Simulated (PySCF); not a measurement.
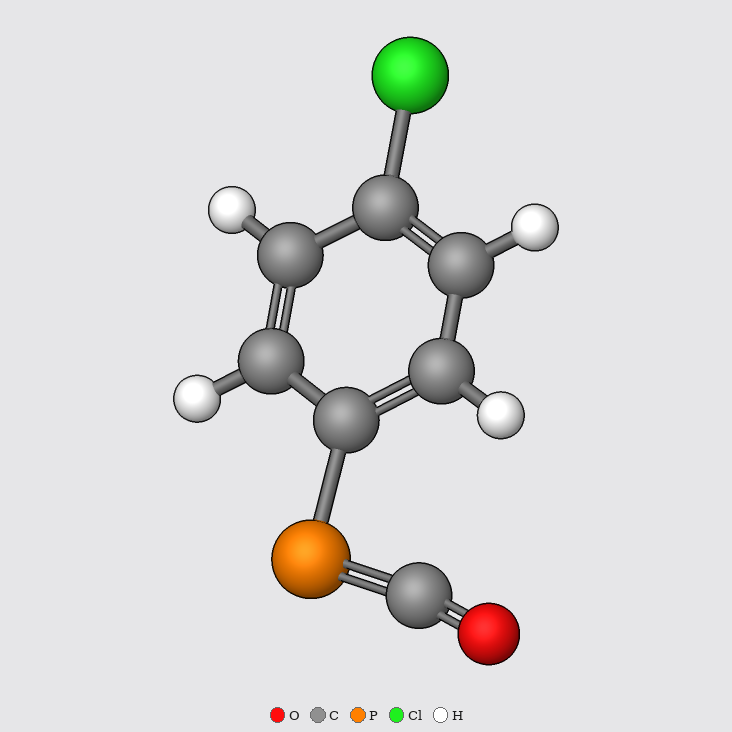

The picture shows a molecular structure as a ball-and-stick model. Multiple sticks mark multiple bonds (one Kekulé form).

Computed geometry: GFN2-xTB optimisation. No frequency run is at hand to confirm it as a minimum.

What does the picture show?

The molecule is C7H4ClOP. As SMILES it reads `O=C=Pc1ccc(Cl)cc1`. Independent rings (smallest set): 1 of 6 members, 1 of them aromatic. Among its groups: C–Cl bond. This geometry has Cs symmetry. All atoms lie on one plane. Coordination, clear cases only: 1 P bent; 6 C trigonal planar.

The parts below concern this one geometry. Atoms keep their numbers from picture to picture.

Dipole moment

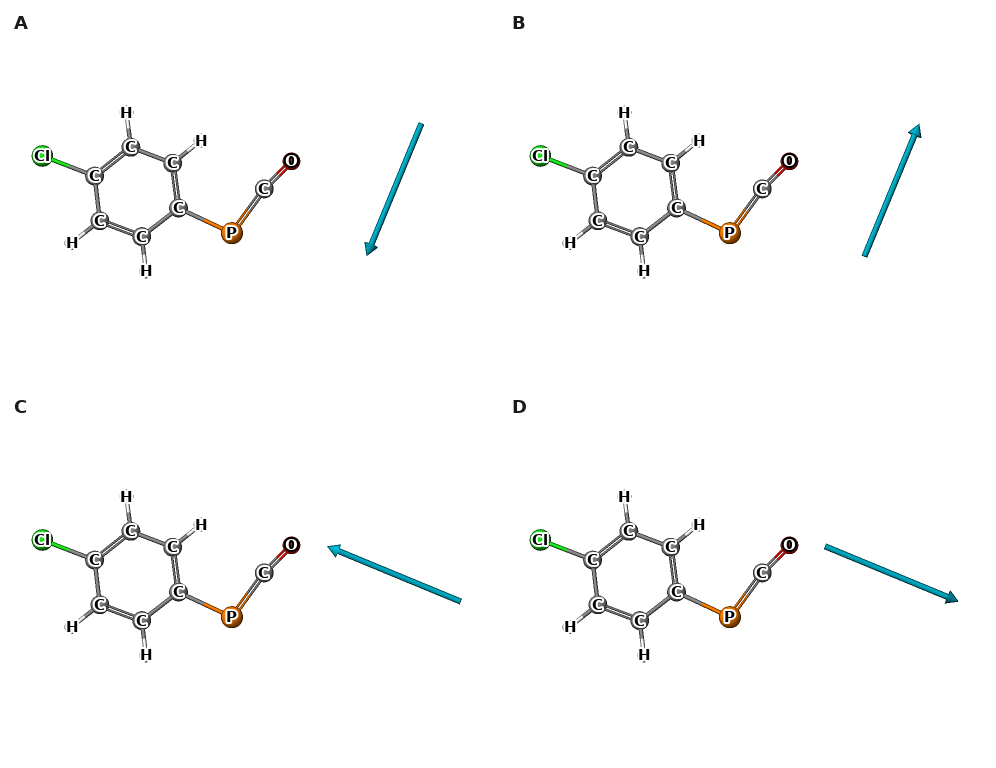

The same molecule four times, each with an arrow. No frequency run is at hand to confirm it as a minimum. Method: CAM-B3LYP/def2-SVPD, gas phase (PySCF 2.14.0).

Which arrow points along the dipole moment, from the negative to the positive end?

Answer. A. The dipole moment is 0.65 D.

Excitation

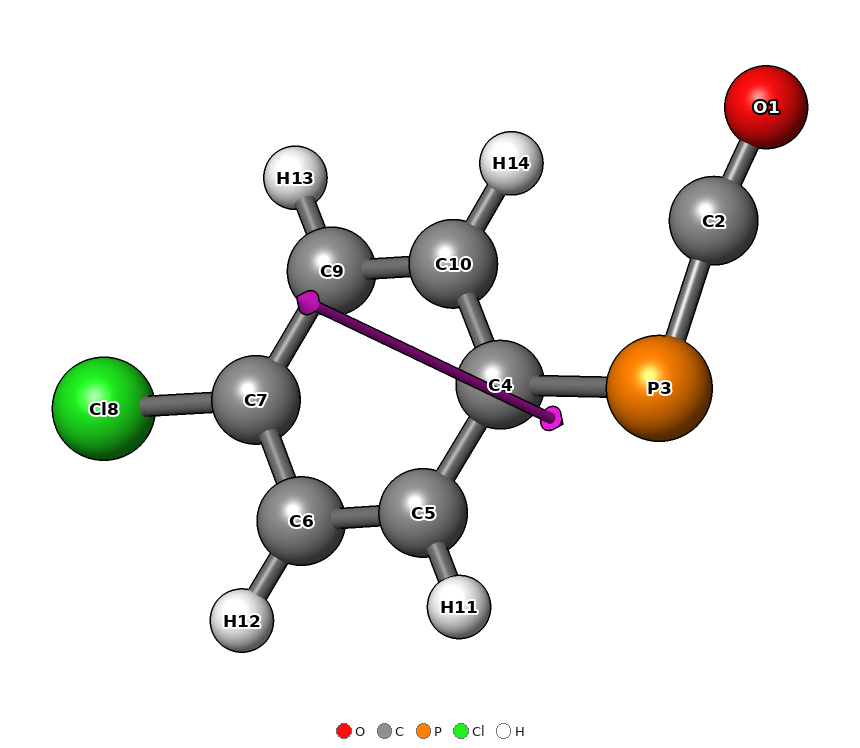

The double arrow shows the direction of the transition dipole to excited singlet state 7 (its length means nothing). No frequency run is at hand to confirm it as a minimum. Properties computed with TDDFT CAM-B3LYP/def2-SVPD, vertical, gas phase, core orbitals frozen in the response (PySCF 2.14.0).

How is the transition polarised?

Answer. Normal to the molecular plane.

Give its energy, strength and character.

Answer. 6.01 eV (206 nm), oscillator strength 0.016, mainly HOMO → LUMO+4 (weight 0.55); transition dipole 0.83 D.

Polarisability

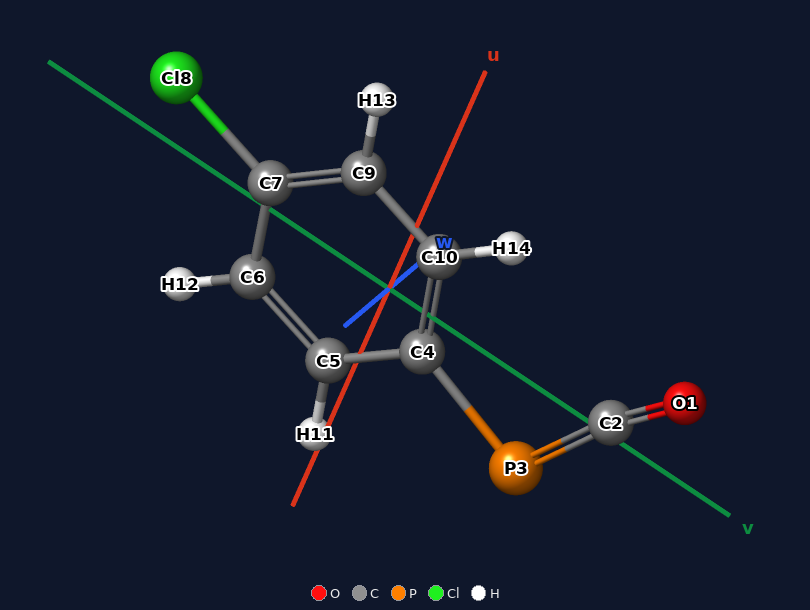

The lines u, v and w are the principal axes of the static dipole polarisability. No frequency run is at hand to confirm it as a minimum. Computed with CAM-B3LYP/def2-SVPD (PySCF 2.14.0).

Along which axis is the molecule most polarisable, and along which least?

Answer. Most along v (in the molecular plane, close to the long direction O1···Cl8), least along w (normal to the molecular plane).

Give the three principal values.

Answer. u 120.8, v 184.7, w 70.3 bohr³; mean 125.3, anisotropy 99.3 bohr³.

The geometry is semi-empirical. Around P such bond lengths and angles can be off by a tenth of an ångström or more and by several degrees, and values that hang on the shape move with them.
